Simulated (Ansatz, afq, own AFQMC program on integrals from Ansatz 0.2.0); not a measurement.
# NH₄ (doublet): AFQMC on the coupled-cluster ladder at distance N1–H4 along a hydrogen transfer = 1.202 Å, cc-pVTZ

Aim: compute NH₄ (doublet) with auxiliary-field quantum Monte Carlo on the same integrals as coupled cluster, and set the energies side by side.

Method: cc-pVTZ, frozen cores; program: Ansatz 0.2.0, Gaussian basis, and an in-house AFQMC program (afq) on its integrals; all values are calculated.

To be run: PBE (unrestricted); r2SCAN (unrestricted); PBE0 (unrestricted); B3LYP (unrestricted); CCSD(T) on UHF; wB97M-V (unrestricted); B2PLYP (unrestricted); CCSDT(Q) on UHF; Phaseless AFQMC, CISD trial on UHF.

### Step 1. What is computed

The geometry derives from fragments relaxed apart (PBE0/def2-TZVP) and kept rigid, so it is no stationary point. A hydrogen atom is moved between rigid fragments.

5 atoms, charge 0, spin multiplicity 2.

Atoms are counted from 1 here; the program's logs count them from 0.

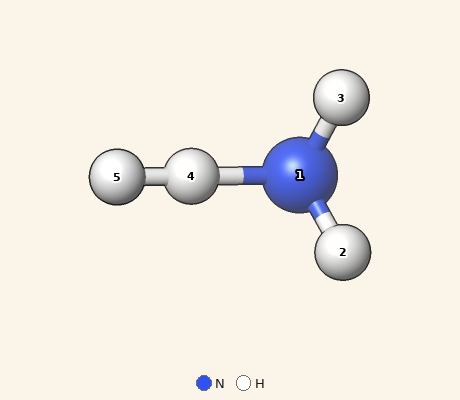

The structure; nitrogen blue, hydrogen white; atoms are numbered from 1 in the order of the file.

### Step 2. PBE (unrestricted)

in.yaml

```yaml
crystal:
  periodic: [false, false, false]
  atoms:
    - {symbol: N, position_ang: [-0.146982, -0.031601, -0.049186]}
    - {symbol: H, position_ang: [-0.444262, 0.936233, -0.049186]}
    - {symbol: H, position_ang: [-0.444261, -0.433900, 0.831073]}
    - {symbol: H, position_ang: [1.055018, -0.031600, -0.049187]}
    - {symbol: H, position_ang: [1.876018, -0.031600, -0.049187]}
basis:
  gaussian: {orbitals: cc-pVTZ}
magnetization: {spin_polarized: true, initial_magnetization: 1}
hamiltonian: {xc: {name: PBE}}
output: {orbitals: {seedname: orbitals}}
```

Run with:

```
$ ansatz run in.yaml --threads 1 --pin off --events-out ev --progress --plain --max-ram 5120MiB --backend cpu
```

The program printed:

```text
Functional definition: PBE
  name "PBE"
  cite "Perdew, Burke & Ernzerhof, Phys. Rev. Lett. 77, 3865 (1996) doi:10.1103/PhysRevLett.77.3865"
  parent pbe
  parameter kappa = 0.804
  parameter beta = 0.06672455060314922
  exchange = pbe_x(kappa = kappa, mu = beta*pi^2/3)
  correlation = pbe_c(beta = beta)
415 factors; their error is unknown
mean field evaluation 1: about -1543.9755 eV, gradient 4.2e1 eV
mean field evaluation 2: about -1521.5276 eV, gradient 7.3e1 eV
mean field evaluation 4: about -1550.4845 eV, gradient 5.0e0 eV
mean field evaluation 8: about -1550.6598 eV, gradient 2.9e-2 eV
mean field evaluation 16: about -1550.6519 eV, gradient 6.8e-6 eV
mean field -1550.65186906 eV, -56.9854051182 hartree, gradient 6.9e-6 eV, S^2 0.754021; 0 other end points of the search recorded, 0 dependent functions left out
reference -1550.65189440 eV, -56.9854060496 hartree; 6, 5 occupied and 80, 81 virtual orbitals, 415 factors
Total energy: -1550.65189440 eV, -56.9854060496 hartree
```

Run time: 0.82 s. Hardware: 1 thread of AMD EPYC 7R13 (Zen 3), shared host; peak memory 1.8 GiB.

From the report: ⟨S²⟩ of the determinant 0.754 (pure doublet: 0.75).

### Step 3. r2SCAN (unrestricted)

in.yaml: that of step 2 with these lines changed.

```diff
@@ -11,3 +11,2 @@
 magnetization: {spin_polarized: true, initial_magnetization: 1}
-hamiltonian: {xc: {name: PBE}}
-output: {orbitals: {seedname: orbitals}}
+hamiltonian: {xc: {name: r2SCAN}}
```

Launched as before.

The program printed:

```text
Functional definition: r2SCAN
  name "r2SCAN"
  cite "Furness, Kaplan, Ning, Perdew & Sun, J. Phys. Chem. Lett. 11, 8208 (2020) doi:10.1021/acs.jpclett.0c02405"
  cite "Furness, Kaplan, Ning, Perdew & Sun, J. Phys. Chem. Lett. 11, 9248 (2020) doi:10.1021/acs.jpclett.0c03077"
  parent r2scan
  parameter k0 = 0.174
  parameter k1 = 0.065
  parameter a1 = 4.9479
  exchange = r2scan_x(k0 = k0, k1 = k1, a1 = a1)
  correlation = r2scan_c
415 factors; their error is unknown
mean field evaluation 1: about -1546.2221 eV, gradient 3.8e1 eV
mean field evaluation 2: about -1534.2782 eV, gradient 5.9e1 eV
mean field evaluation 4: about -1551.7355 eV, gradient 2.5e0 eV
mean field evaluation 8: about -1551.7767 eV, gradient 2.2e-2 eV
mean field evaluation 16: about -1551.7687 eV, gradient 7.5e-5 eV
mean field -1551.76865922 eV, -57.0264463996 hartree, gradient 7.5e-5 eV, S^2 0.758312; 0 other end points of the search recorded, 0 dependent functions left out
reference -1551.76866909 eV, -57.0264467624 hartree; 6, 5 occupied and 80, 81 virtual orbitals, 415 factors
Total energy: -1551.76866909 eV, -57.0264467624 hartree
```

It took 1.3 s on 1 thread of AMD EPYC 7R13 (Zen 3), shared host; peak memory 1.8 GiB.

From the report: ⟨S²⟩ of the determinant 0.758 (pure doublet: 0.75).

### Step 4. PBE0 (unrestricted)

in.yaml: that of step 3 with these lines changed.

```diff
@@ -11,2 +11,3 @@
 magnetization: {spin_polarized: true, initial_magnetization: 1}
-hamiltonian: {xc: {name: r2SCAN}}
+hamiltonian: {xc: {name: PBE0}}
+output: {orbitals: {seedname: orbitals}}
```

Launched as before.

The program printed:

```text
Functional definition: PBE0
  name "PBE0"
  cite "Adamo & Barone, J. Chem. Phys. 110, 6158 (1999) doi:10.1063/1.478522"
  cite "Perdew, Burke & Ernzerhof, Phys. Rev. Lett. 77, 3865 (1996) doi:10.1103/PhysRevLett.77.3865"
  parent pbe
  parameter a = 0.25
  parameter kappa = 0.804
  parameter beta = 0.06672455060314922
  exchange = (1 - a)*pbe_x(kappa = kappa, mu = beta*pi^2/3) + a*exact_x
  correlation = pbe_c(beta = beta)
418 factors; their error is unknown
mean field evaluation 1: about -1546.4337 eV, gradient 3.3e1 eV
mean field evaluation 2: about -1541.2729 eV, gradient 4.6e1 eV
mean field evaluation 4: about -1550.7021 eV, gradient 8.4e-1 eV
mean field evaluation 8: about -1550.7036 eV, gradient 1.7e-1 eV
mean field evaluation 16: about -1550.7037 eV, gradient 3.0e-5 eV
mean field -1550.70371156 eV, -56.9873102951 hartree, gradient 3.0e-5 eV, S^2 0.758084; 0 other end points of the search recorded, 0 dependent functions left out
reference -1550.70373123 eV, -56.9873110180 hartree; 6, 5 occupied and 80, 81 virtual orbitals, 418 factors
Total energy: -1550.70373123 eV, -56.9873110180 hartree
```

Run time: 0.75 s. Hardware: 1 thread of AMD EPYC 7R13 (Zen 3), shared host; peak memory 1.8 GiB.

From the report: ⟨S²⟩ of the determinant 0.758 (pure doublet: 0.75).

### Step 5. B3LYP (unrestricted)

in.yaml: that of step 4 with these lines changed.

```diff
@@ -11,3 +11,2 @@
 magnetization: {spin_polarized: true, initial_magnetization: 1}
-hamiltonian: {xc: {name: PBE0}}
-output: {orbitals: {seedname: orbitals}}
+hamiltonian: {xc: {name: B3LYP}}
```

The command is unchanged.

The program printed:

```text
Functional definition: B3LYP
  name "B3LYP"
  cite "Stephens, Devlin, Chabalowski & Frisch, J. Phys. Chem. 98, 11623 (1994) doi:10.1021/j100096a001"
  cite "Becke, Phys. Rev. A 38, 3098 (1988) doi:10.1103/PhysRevA.38.3098"
  cite "Lee, Yang & Parr, Phys. Rev. B 37, 785 (1988) doi:10.1103/PhysRevB.37.785"
  cite "Vosko, Wilk & Nusair, Can. J. Phys. 58, 1200 (1980) doi:10.1139/p80-159"
  parameter a0 = 0.2
  parameter ax = 0.72
  parameter ac = 0.81
  exchange = (1 - a0 - ax)*slater_x + ax*b88_x + a0*exact_x
  correlation = (1 - ac)*vwn_rpa_c + ac*lyp_c
415 factors; their error is unknown
mean field evaluation 1: about -1547.6788 eV, gradient 3.7e1 eV
mean field evaluation 2: about -1538.6134 eV, gradient 5.5e1 eV
mean field evaluation 4: about -1552.8357 eV, gradient 1.3e0 eV
mean field evaluation 8: about -1552.8432 eV, gradient 1.7e-2 eV
mean field -1552.84316257 eV, -57.0659336694 hartree, gradient 5.6e-5 eV, S^2 0.756528; 0 other end points of the search recorded, 0 dependent functions left out
reference -1552.84332746 eV, -57.0659397291 hartree; 6, 5 occupied and 80, 81 virtual orbitals, 415 factors
Total energy: -1552.84332746 eV, -57.0659397291 hartree
```

Wall time 0.7 s (1 thread of AMD EPYC 7R13 (Zen 3), shared host); peak memory 1.8 GiB.

From the report: ⟨S²⟩ of the determinant 0.757 (pure doublet: 0.75).

### Step 6. CCSD(T) on UHF

in.yaml: that of step 5 with these lines changed.

```diff
@@ -11,2 +11,2 @@
 magnetization: {spin_polarized: true, initial_magnetization: 1}
-hamiltonian: {xc: {name: B3LYP}}
+correlation: {method: ccsd_t, electrons: outside_noble_gas, hamiltonian_folder: ham}
```

Run with:

```
$ ansatz run in.yaml --threads 1 --pin off --events-out ev --progress --plain --max-ram 15360MiB --backend cuda --devices 0, --max-vram 18GiB
```

The program printed, cut to the lines that bear on the results:

```text
Functional definition: HF
  name "HF"
  cite "Fock, Z. Phys. 61, 126 (1930) doi:10.1007/BF01340294"
  parent pbe
[...]
479 factors; integrals over basis functions are off by at most 1.4e-3 eV
[...]
mean field -1542.10979094 eV, -56.6714895374 hartree, gradient 4.6e-6 eV, S^2 0.782704; 1 other end points of the search recorded, 0 dependent functions left out
determinant -1542.10979094 eV, -56.6714895374 hartree, with singles and doubles -1549.31121111 eV, -56.9361368475 hartree
determinant -1539.47401178 eV, -56.5746264398 hartree, with singles and doubles -1546.53463155 eV, -56.8340994307 hartree
1 core orbitals not correlated: weight in the atoms' cores, before any rotation towards them, 1.000 or more for the frozen orbitals, at most 0.000 for the correlated occupied ones
reference -1542.10979094 eV, -56.6714895374 hartree; 5, 4 occupied and 80, 81 virtual orbitals, 479 factors
second order -6.55279658 eV of doubles, -0.00000000 eV of singles
cycle   1  -7.09185253 eV  change   -5.4e-1 eV  update   1.6e-2
[...]
cycle  10  -7.10981003 eV  change   -5.4e-6 eV  update   8.3e-6
perturbative correction -0.22753636 eV, -0.0083618070 hartree
Total energy: -1549.44713733 eV, -56.9411320439 hartree
```

Run time: 4.1 s. Hardware: 1 × NVIDIA H100 80GB HBM3 with 1 thread of AMD EPYC 7R13 (Zen 3), shared host; peak host memory 1.8 GiB.

From the report: ⟨S²⟩ of the determinant 0.783 (pure doublet: 0.75); correlation -7.3373 eV; T1 0.017; largest double amplitude 0.03.

This run also writes the integrals to the folder ham.

### Step 7. wB97M-V (unrestricted)

in.yaml: that of step 6 with these lines changed.

```diff
@@ -11,2 +11,3 @@
 magnetization: {spin_polarized: true, initial_magnetization: 1}
-correlation: {method: ccsd_t, electrons: outside_noble_gas, hamiltonian_folder: ham}
+hamiltonian: {xc: {name: wB97M-V}}
+output: {orbitals: {seedname: orbitals}}
```

Run with:

```
$ ansatz run in.yaml --threads 1 --pin off --events-out ev --progress --plain --max-ram 5120MiB --backend cpu
```

The program printed, cut to the lines that bear on the results:

```text
Functional definition: wB97M-V
  name "wB97M-V"
  cite "Mardirossian & Head-Gordon, J. Chem. Phys. 144, 214110 (2016) doi:10.1063/1.4952647"
  cite "Becke, J. Chem. Phys. 107, 8554 (1997) doi:10.1063/1.475007"
  cite "Vydrov & Van Voorhis, J. Chem. Phys. 133, 244103 (2010) doi:10.1063/1.3521275"
  # Of w^i u^j: cxij and so on, Table III.
[...]
  gx(w, u) = 1 - cx + cx01*u + cx10*w
  gss(w, u) = css00 + css04*u^4 + css10*w + css20*w^2 + css43*w^4*u^3
  gos(w, u) = cos00 + cos10*w + (cos20 + cos21*u)*w^2 + (cos60 + cos61*u)*w^6
[...]
      + integral(e_c_pw_mod_opposite_spin*gos(b97_w_opposite, b97_u_opposite)) + vv10(b, c)
415 factors; their error is unknown
111 factors; integrals over basis functions are off by at most 1.8e-5 eV
[...]
mean field -1551.36745113 eV, -57.0117022743 hartree, gradient 5.3e-5 eV, S^2 0.756142; 0 other end points of the search recorded, 0 dependent functions left out
reference -1551.36748295 eV, -57.0117034439 hartree; 6, 5 occupied and 80, 81 virtual orbitals, 415 factors
Total energy: -1551.36748295 eV, -57.0117034439 hartree
```

Wall time 2.4 s (1 thread of AMD EPYC 7R13 (Zen 3), shared host); peak memory 1.8 GiB.

From the report: ⟨S²⟩ of the determinant 0.756 (pure doublet: 0.75).

### Step 8. B2PLYP (unrestricted)

in.yaml: that of step 7 with these lines changed.

```diff
@@ -11,3 +11,3 @@
 magnetization: {spin_polarized: true, initial_magnetization: 1}
-hamiltonian: {xc: {name: wB97M-V}}
-output: {orbitals: {seedname: orbitals}}
+hamiltonian: {xc: {name: B2PLYP}}
+correlation: {electrons: outside_noble_gas}
```

The command is unchanged.

The program printed, cut to the lines that bear on the results:

```text
Functional definition: B2PLYP
  name "B2PLYP"
  cite "Grimme, J. Chem. Phys. 124, 034108 (2006) doi:10.1063/1.2148954"
  cite "Becke, Phys. Rev. A 38, 3098 (1988) doi:10.1103/PhysRevA.38.3098"
  cite "Lee, Yang & Parr, Phys. Rev. B 37, 785 (1988) doi:10.1103/PhysRevB.37.785"
[...]
479 factors; integrals over basis functions are off by at most 1.4e-3 eV
[...]
mean field -1549.01779453 eV, -56.9253539869 hartree, gradient 4.2e-6 eV, S^2 0.764614; 0 other end points of the search recorded, 0 dependent functions left out
1 core orbitals not correlated: weight in the atoms' cores, before any rotation towards them, 1.000 or more for the frozen orbitals, at most 0.000 for the correlated occupied ones
reference -1549.01790114 eV, -56.9253579049 hartree; 5, 4 occupied and 80, 81 virtual orbitals, 479 factors
second order -7.97773760 eV of doubles, -0.00000000 eV of singles
Total energy: -1551.17189029 eV, -57.0045155462 hartree
```

Wall time 1 s (1 thread of AMD EPYC 7R13 (Zen 3), shared host); peak memory 1.8 GiB.

From the report: ⟨S²⟩ of the determinant 0.765 (pure doublet: 0.75).

### Step 9. CCSDT(Q) on UHF

in.yaml: that of step 8 with these lines changed.

```diff
@@ -11,3 +11,2 @@
 magnetization: {spin_polarized: true, initial_magnetization: 1}
-hamiltonian: {xc: {name: B2PLYP}}
-correlation: {electrons: outside_noble_gas}
+correlation: {method: ccsdt_q, electrons: outside_noble_gas}
```

Run with:

```
$ ansatz run in.yaml --threads 1 --pin off --events-out ev --progress --plain --max-ram 15360MiB --backend cuda --devices 0, --max-vram 18GiB
```

The program printed, cut to the lines that bear on the results:

```text
Functional definition: HF
  name "HF"
  cite "Fock, Z. Phys. 61, 126 (1930) doi:10.1007/BF01340294"
  parent pbe
[...]
1078 factors; integrals over basis functions are off by at most 1.8e-7 eV
[...]
mean field -1542.10979566 eV, -56.6714897111 hartree, gradient 4.3e-6 eV, S^2 0.782704; 1 other end points of the search recorded, 0 dependent functions left out
determinant -1542.10979566 eV, -56.6714897111 hartree, with singles and doubles -1549.31123889 eV, -56.9361378685 hartree
determinant -1539.47401407 eV, -56.5746265240 hartree, with singles and doubles -1546.53465588 eV, -56.8341003247 hartree
1 core orbitals not correlated: weight in the atoms' cores, before any rotation towards them, 1.000 or more for the frozen orbitals, at most 0.000 for the correlated occupied ones
reference -1542.10979566 eV, -56.6714897111 hartree; 5, 4 occupied and 80, 81 virtual orbitals, 1078 factors
second order -6.55282188 eV of doubles, -0.00000000 eV of singles
cycle   1  -6.86071353 eV  change   -3.1e-1 eV  update   6.5e-2
[...]
cycle  18  -7.35015426 eV  change    6.4e-7 eV  update   4.5e-7
perturbative correction -0.00976771 eV, -0.0003589567 hartree
Total energy: -1549.46971763 eV, -56.9419618548 hartree
```

Wall time 9.5 s (1 × NVIDIA H100 80GB HBM3 with 1 thread of AMD EPYC 7R13 (Zen 3), shared host); peak host memory 1.8 GiB.

From the report: ⟨S²⟩ of the determinant 0.783 (pure doublet: 0.75); correlation -7.3599 eV; T1 0.016; largest double amplitude 0.03.

### Step 10. Phaseless AFQMC, CISD trial on UHF

It reads the integrals that the CCSD(T) run on this determinant wrote.

Run with:

```
$ afq ham --method phaseless --trial cisd --walkers 1800 --populations 20 --least-time 60 --time-step 0.005 --steps-per-block 50 --equilibration-blocks 28 --max-blocks 4000 --target-error 0.00018 --factor-cut 1e-05 --start spin_pure --seed 9504 --release-times 0.24,0.51,0.99,1.62,2.4 --release-step 0.03 --release-every 3 --taylor-order 6
```

The program printed:

```text
orbitals 85  electrons 5 4  factors 479 of 479
reference energy -56.67148954 Eh
CCSD correlation -0.26128081 Eh in 13 cycles, weight of the determinant in the CISD state 0.9148
energy of the start -56.931497 Eh
 block  time / (1/Eh)  mean weight  energy / Eh
     1     0.250  1.0001  -56.931997
     2     0.500  1.0002  -56.935548
     3     0.750  0.9999  -56.938222
     4     1.000  1.0001  -56.941077
     5     1.250  0.9997  -56.940557
     6     1.500  1.0003  -56.941317
     7     1.750  0.9993  -56.941110
     8     2.000  1.0002  -56.940726
     9     2.250  0.9999  -56.941410
    10     2.500  0.9997  -56.940392
    11     2.750  1.0000  -56.940474
    12     3.000  1.0000  -56.942070
    13     3.250  1.0003  -56.940571
    14     3.500  1.0003  -56.940610
    15     3.750  0.9999  -56.942972
    16     4.000  0.9996  -56.942607
    17     4.250  1.0001  -56.941453
    18     4.500  1.0002  -56.942062
    19     4.750  1.0001  -56.942002
    20     5.000  0.9997  -56.942390
    21     5.250  0.9996  -56.941387
    22     5.500  1.0003  -56.941353
    23     5.750  1.0007  -56.940616
    24     6.000  0.9998  -56.940888
    25     6.250  1.0004  -56.941156
    26     6.500  0.9998  -56.941548
    27     6.750  0.9996  -56.941547
    28     7.000  1.0000  -56.941666
    29     7.250  0.9996  -56.942113
    30     7.500  1.0005  -56.940578
    31     7.750  0.9999  -56.941902
    32     8.000  1.0003  -56.941380
    33     8.250  1.0002  -56.940515
    34     8.500  1.0003  -56.941664
    35     8.750  0.9995  -56.940827
    36     9.000  0.9998  -56.941289
    37     9.250  0.9999  -56.942013
    38     9.500  1.0002  -56.940459
    39     9.750  1.0008  -56.941008
    40    10.000  0.9995  -56.941605
    41    10.250  1.0007  -56.941049
    42    10.500  0.9997  -56.941119
    43    10.750  1.0005  -56.941359
    44    11.000  1.0003  -56.940788
    45    11.250  0.9998  -56.941556
    46    11.500  1.0004  -56.940760
    47    11.750  1.0003  -56.941678
    48    12.000  1.0000  -56.940549
    49    12.250  1.0001  -56.941946
    50    12.500  0.9994  -56.941090
    51    12.750  0.9999  -56.942246
    52    13.000  0.9995  -56.940834
    53    13.250  1.0008  -56.940316
    54    13.500  0.9998  -56.941283
    55    13.750  0.9999  -56.940675
    56    14.000  1.0001  -56.941210
    57    14.250  1.0001  -56.941184
    58    14.500  0.9999  -56.940424
    59    14.750  1.0007  -56.941656
    60    15.000  0.9999  -56.941033
    61    15.250  1.0001  -56.941946
    62    15.500  1.0000  -56.941163
    63    15.750  1.0001  -56.940518
    64    16.000  0.9997  -56.940529
    65    16.250  1.0006  -56.941383
    66    16.500  1.0000  -56.940963
    67    16.750  0.9994  -56.939812
    68    17.000  0.9998  -56.941336
    69    17.250  1.0003  -56.942703
    70    17.500  1.0002  -56.941565
    71    17.750  0.9997  -56.941434
    72    18.000  1.0004  -56.940856
    73    18.250  1.0002  -56.941338
    74    18.500  1.0005  -56.940746
    75    18.750  0.9998  -56.942170
    76    19.000  1.0000  -56.941242
    77    19.250  0.9999  -56.940890
    78    19.500  0.9998  -56.941750
error from the spread of 20 populations
released: time / (1/Eh)  energy / Eh  error  mean overlap
  0.24  -56.941603  0.000143  0.9964
  0.51  -56.941585  0.000132  1.0009
  0.99  -56.941919  0.000184  0.9939
  1.62  -56.941551  0.000188  0.9925
  2.40  -56.942492  0.000370  0.9734
energy -56.941209 +/- 0.000137 Eh
```

It took 60 s on 1 × NVIDIA H100 80GB HBM3 with 2 threads of AMD EPYC 7R13 (Zen 3), shared host; peak host memory 1.8 GiB.

Energy -1549.4492 ± 0.0037 eV. Caveats: constraint bias not in the error.

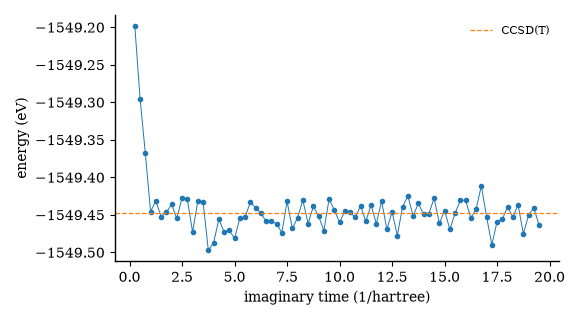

Block energies along the walk.

### Step 11. All levels side by side

On the UHF determinant, counted from CCSDT(Q) (a yardstick, not exact):

```
                                                level  energy (eV)  from CCSDT(Q) (kJ/mol)  statistical error (kJ/mol)  time
                                                   HF   -1542.1098                  +710.1                                  
                                                  MP2   -1548.6626                   +77.9                                  
                                                 CCSD   -1549.2196                   +24.1                                  
                                              CCSD(T)   -1549.4471                    +2.2                                  
                                             CCSDT(Q)   -1549.4697                     0.0                                  
Phaseless AFQMC, CISD trial, step 0.005, 1800 walkers   -1549.4492                    +2.0                         0.4  60 s
```

The functionals' totals stand on their own zeros and serve differences with other points: PBE -1550.652 eV; r2SCAN -1551.769 eV; PBE0 -1550.704 eV; B3LYP -1552.843 eV; wB97M-V -1551.367 eV; B2PLYP -1551.172 eV.

### Step 12. Outcome

| quantity | value |
| --- | --- |
| CCSD(T) on UHF from CCSDT(Q) | +2.2 kJ/mol |
| Phaseless AFQMC, CISD trial on UHF from CCSDT(Q) | +2.0 ± 0.4 kJ/mol |

**Reading.** On UHF the phaseless walk with the CISD trial lies +2.0 kJ/mol from CCSDT(Q), 5 times its error bar. Error bars are statistical and leave out the constraint, the time step and what remains of the start.
